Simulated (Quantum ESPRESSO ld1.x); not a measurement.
# Atomic calculation for Kr

- system: Kr, configuration typed as [Kr].
- method: radial all-electron Kohn-Sham run of Quantum ESPRESSO ld1.x with rel=1, dft='PZ' as typed

## Input
```
 &input
    zed=36.0,
    iswitch=1,
    rel=1,
    dft='PZ',
    config='[Kr]',
    atom='Kr',
    prefix='ld1',
    max_out_wfc=37,
    file_charge='ld1.rho',
 /
```

Hardware: 1 CPU thread, shared host.

Launched with:
```bash
OMP_NUM_THREADS=1 ld1.x < ld1.in > ld1.out
```

## Log
```
     Program LD1 v.7.5 starts

     --------------------------- All-electron run ----------------------------

     scalar relativistic calculation

     atomic number is 36.00
     dft =PZ   lsd =0 sic =0 latt =0  beta=0.20 tr2=1.0E-14
     Exchange-correlation= PZ
                           (   1   1   0   0   0   0   0)
     mesh =2025 r(mesh) = 100.33164 a.u. xmin = -8.00 dx = 0.00800
     1 Ry =  13.60569312 eV, c = 137.03599908

     n l     nl                  e(Ry)          e(Ha)          e(eV)
     1 0     1S 1( 2.00)     -1038.9571      -519.4786    -14135.7320
     2 0     2S 1( 2.00)      -136.8446       -68.4223     -1861.8660
     2 1     2P 1( 6.00)      -121.1085       -60.5542     -1647.7647
     3 0     3S 1( 2.00)       -19.3353        -9.6676      -263.0697
     3 1     3P 1( 6.00)       -14.3258        -7.1629      -194.9125
     4 0     4S 1( 2.00)        -1.7070        -0.8535       -23.2247
     4 1     4P 1( 6.00)        -0.6904        -0.3452        -9.3937
     3 2     3D 1(10.00)        -6.0056        -3.0028       -81.7109

     final scf error:  6.6E-15 reached in  32 iterations

     Etot =   -5573.682365 Ry,   -2786.841183 Ha,  -75833.811824 eV

     Ekin =    5699.298010 Ry,    2849.649005 Ha,   77542.899735 eV
     Encl =  -13450.626698 Ry,   -6725.313349 Ha, -183005.099169 eV
     Eh   =    2363.642205 Ry,    1181.821102 Ha,   32158.990493 eV
     Exc  =    -185.995881 Ry,     -92.997941 Ha,   -2530.602884 eV

     normalization and overlap integrals

     s(1S/1S) =  1.000000  <r> =   0.0415  <r2> =    0.0023  r(max) =   0.0271
     s(1S/2S) = -0.006434
     s(1S/3S) = -0.002500
     s(1S/4S) = -0.000860
     s(2S/2S) =  1.000000  <r> =   0.1838  <r2> =    0.0398  r(max) =   0.1539
     s(2S/3S) = -0.001485
     s(2S/4S) = -0.000497
     s(2P/2P) =  1.000000  <r> =   0.1602  <r2> =    0.0314  r(max) =   0.1230
     s(2P/3P) = -0.001206
     s(2P/4P) = -0.000332
     s(3S/3S) =  1.000000  <r> =   0.5314  <r2> =    0.3248  r(max) =   0.4679
     s(3S/4S) = -0.000304
     s(3P/3P) =  1.000000  <r> =   0.5414  <r2> =    0.3432  r(max) =   0.4642
     s(3P/4P) = -0.000220
     s(4S/4S) =  1.000000  <r> =   1.5682  <r2> =    2.8240  r(max) =   1.3344
     s(4P/4P) =  1.000000  <r> =   1.9446  <r2> =    4.4604  r(max) =   1.5411
     s(3D/3D) =  1.000000  <r> =   0.5563  <r2> =    0.3817  r(max) =   0.4084

     ------------------------ End of All-electron run ------------------------
```

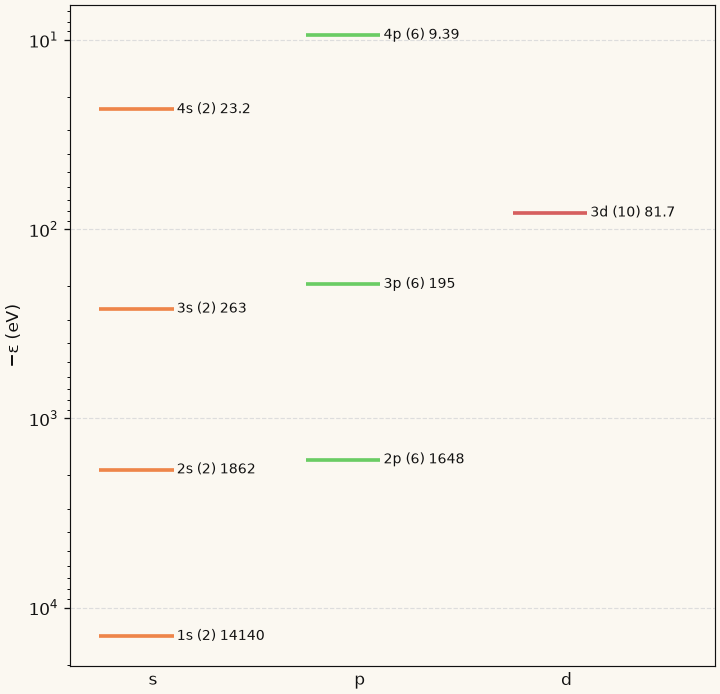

Figure 1. All occupied levels, on a logarithmic scale of binding energy, are drawn (occupations in brackets). They are the filled levels of this odd run. The highest occupied level is 4p at −9.39 eV. The highest 5 occupied levels, from the top down, are 4p (−9.39 eV), 4s (−23.2 eV), 3d (−81.7 eV), 3p (−194.9 eV), 3s (−263.1 eV).

## Outcome

| quantity | value |
| --- | --- |
| outcome | converged |
| total energy | −2786.8412 hartree |
| kinetic energy | 2849.6490 hartree |
| electron–nucleus energy | −6725.3133 hartree |
| Hartree energy | 1181.8211 hartree |
| exchange–correlation energy | −92.997940 hartree |
| SCF iterations | 32 |
| wall time | 0.62 s |

## What is odd here

One thing in this input was made odd on purpose: atom and zed both given. The program ran to the end, and its total energy equals that of the same run with the usual input (−2786.84118 hartree) within 10⁻⁵ hartree, so the oddity leaves no trace in it.
